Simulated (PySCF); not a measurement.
Formaldehyde, SMILES C=O at its PBE0/def2-SVP optimised geometry (Å):

```
4

C     -0.2386    -0.0032     0.0000
O     -0.8813    -1.0119    -0.0001
H      0.8813    -0.0032     0.0000
H     -0.7117     1.0119     0.0000
```

Method: PBE0/def2-TZVP in PySCF. Cells within 0.4 Å of a nucleus heavier than hydrogen are left out (blank, or x).

Map of the electron localisation function on the plane z = 0.0 Å:

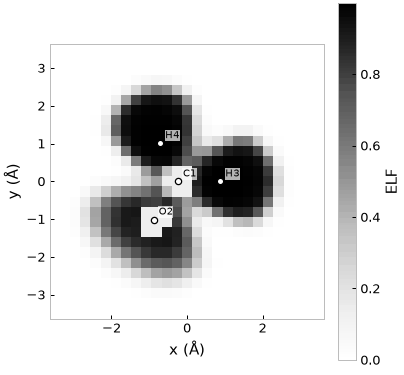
*Electron localisation function on the plane z = 0.0 Å.*
